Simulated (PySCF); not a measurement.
# C₂H₂F₄, SMILES `FCC(F)(F)F`: electronic structure

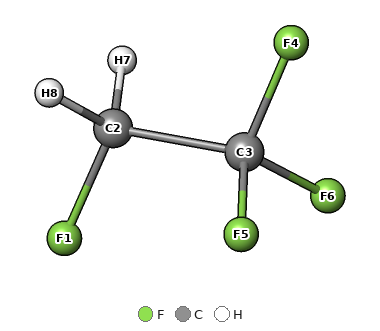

The molecule, with its atoms numbered as below. No frequency check shows the geometry to be a minimum.

Cartesian coordinates (Å):

```
F1      -1.9582   -0.1859   -0.0011
C2      -0.9493    0.7232    0.0020
C3       0.4043    0.0088   -0.0003
F4       1.3906    0.9194    0.0067
F5       0.5786   -0.7656    1.0713
F6       0.5819   -0.7523   -1.0795
H7      -1.0316    1.3400   -0.8983
H8      -1.0344    1.3288    0.9111
```

### 1. Bonding charge

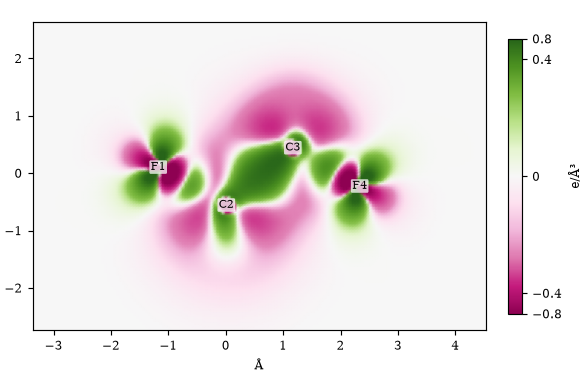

Deformation density (molecule less spherical, spin-averaged free atoms) in the plane of F1, C2, C3 and F4; colour scale in e/Å³, logarithmic beyond ±0.1; green: gain, pink: loss.

Level of theory: ωB97X/def2-SVP (PySCF), at a geometry from GFN2-xTB.

**How much density has each bond in this plane gained at its critical point, relative to the free atoms?**

C2–C3: +0.63 e/Å³ at the bond critical point (bond length 1.53 Å, Mayer order 1.0). C3–F4: +0.14 e/Å³ at the bond critical point (bond length 1.34 Å, Mayer order 1.1). F1–C2: +0.01 e/Å³ at the bond critical point (bond length 1.36 Å, Mayer order 1.0); up to 0.6 Å beside the axis the gain reaches +0.22 e/Å³. In all, 1.8 electrons gather in the regions of gain relative to the promolecule. A small or negative value marks a very polar bond, one between electron-rich atoms, whose free-atom densities already overlap strongly, a long bond to a heavier atom, or a closed-shell contact such as a hydrogen bond.

### 2. Local ionisation energy

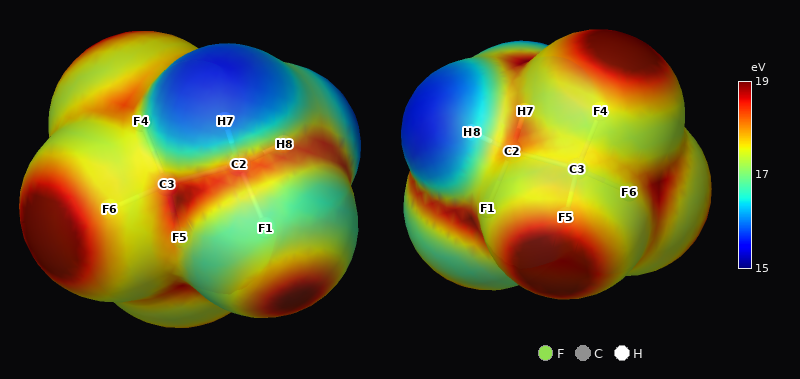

Average local ionisation energy on the surface of electron density 0.001 a.u. (back view left, front view right).

**Where are the most loosely bound electrons on this surface?**

The lowest value is 15.6 eV, 1.3 Å from H8, and at like points elsewhere. Further minima include 16.7 eV, 1.6 Å from F1; 16.7 eV, 1.6 Å from F1, and at like points elsewhere. For comparison, the highest occupied orbital lies at −12.8 eV.

### 3. Excited states

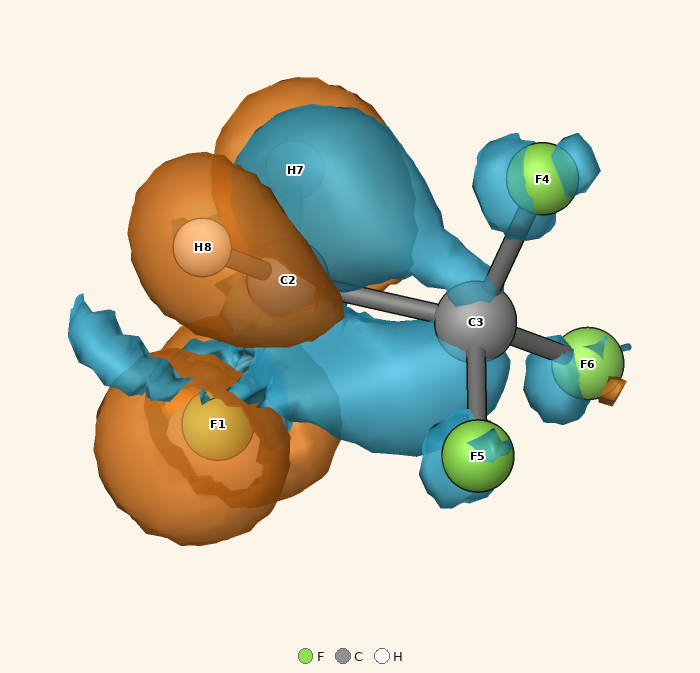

Unrelaxed difference density of S₁ less the ground state (TDA singlet states), ±0.02 e/Å³; light blue: gain, orange: loss.

Computed with PySCF, LC-wPBE/def2-SVPD, geometry: GFN2-xTB.

**How does the charge move on excitation?**

0.76 e is displaced in all, of which about 0.3 e passes between atoms: F1 (0.26 e) loses electrons and C2 (0.06 e) and C3 (0.05 e) gain them. The state: 10.10 eV (123 nm), f = 0.007, partly diffuse acceptor orbital; the leading pair carries 99 %; hole on F1 (54 %), C2 (22 %) and H7 and H8 (11 % each), electron on F1 (28 %), C2 (27 %) and H7 and H8 (14 % each) (atom shares of so diffuse an orbital are rough); their centroids lie 0.2 Å apart; S₂ lies within 0.1 eV of it.

### 4. Removing or adding an electron

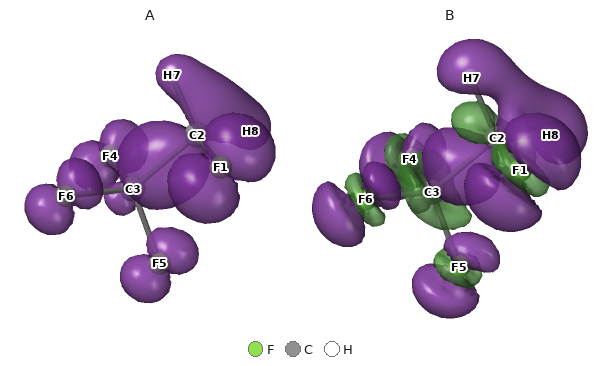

The Fukui function f⁻ from two separate SCF calculations and the density of the HOMO, at ±0.03 e/Å³ (purple positive, green negative).

Method: ωB97X/def2-SVPD; geometry: GFN2-xTB; program: PySCF.

**Which panel is which, and how good is the frozen-orbital picture?**

B is f⁻ (it has negative regions), A the HOMO density. The HOMO lies on F1 (33 %), C2 (19 %) and C3 (14 %); f⁻ (Hirshfeld-condensed) is largest on F1 (0.24); the vertical ionisation energy is 13.49 eV (the stability of the cation's solution wasn't checked). Relaxation shifts 21 % of the electron between atoms. The orbital energy is −13.21 eV.

### 5. Localised orbitals

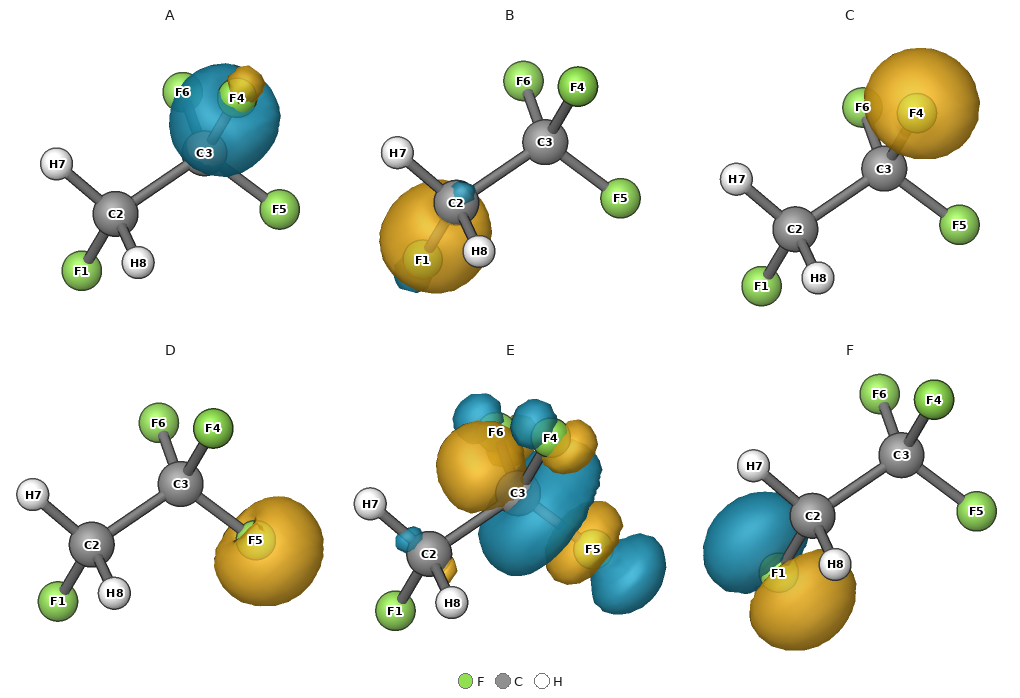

Intrinsic bond orbitals (IBO), occupied and valence-virtual; each surface holds about 85 % of the orbital's density. Energies are diagonal elements of the Fock matrix.

Computed with PySCF, PBE0/def2-TZVP, geometry: GFN2-xTB.

**Identify each orbital.**

By panel:
- A: σ bond F4–C3 (F4 70 %, C3 30 %; −26.7 eV)
- B: σ bond F1–C2 (F1 69 %, C2 31 %; −24.9 eV)
- C: lone pair on F4 (sp0.4-type) (F4 100 %; −25.7 eV)
- D: lone pair on F5 (sp0.4-type) (F5 100 %; −25.5 eV)
- E: σ* orbital C3–F5, mostly on C3 (C3 65 %, F5 29 %; 6.6 eV)
- F: lone pair on F1 (p-type) (F1 99 %; −12.4 eV)

### 6. Stretching a bond

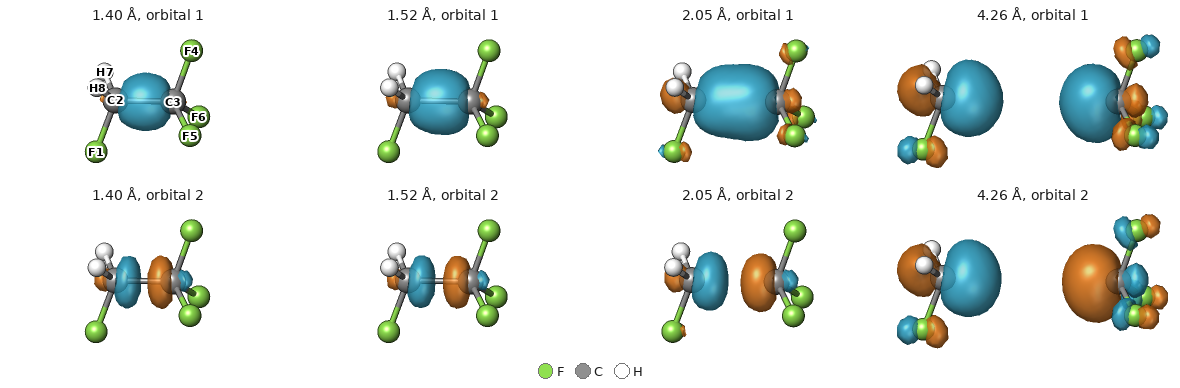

Rigid stretch of the C2–C3 bond. The two CASSCF(2,2) natural orbitals nearest half filling (orbital 1 the more occupied).

Level of theory: def2-SVP basis (PySCF), at a geometry from GFN2-xTB.

**How do the occupations change along the stretch?**

1.40 Å: 1.99 and 0.01; 1.52 Å: 1.98 and 0.02; 2.05 Å: 1.91 and 0.09; 4.26 Å: 1.08 and 0.92. At the longest distance computed (4.26 Å) they are 1.08 and 0.92, and the effective number of unpaired electrons is 2.0.

**Where does the UHF solution part from RHF?**

Between 2.05 Å (⟨S²⟩ = 0, the two coincide) and 2.36 Å (⟨S²⟩ = 0.61); at 4.26 Å ⟨S²⟩ is 1.01 and UHF lies 5.1 eV below RHF.

**How much energy does the stretch cost?**

By CASSCF, 4.4 eV from the lowest point of the scan (1.52 Å) to 4.26 Å; RHF gives 8.9 eV from its own lowest point. The fragments aren't relaxed and dynamic correlation is missing, so this isn't a bond dissociation energy.

The PySCF runs shown took 8 s, 4.2 min, 71 s, 17 s and 4.1 min on 1 thread of Intel(R) Xeon(R) Platinum 8488C (Sapphire Rapids) (shared host).
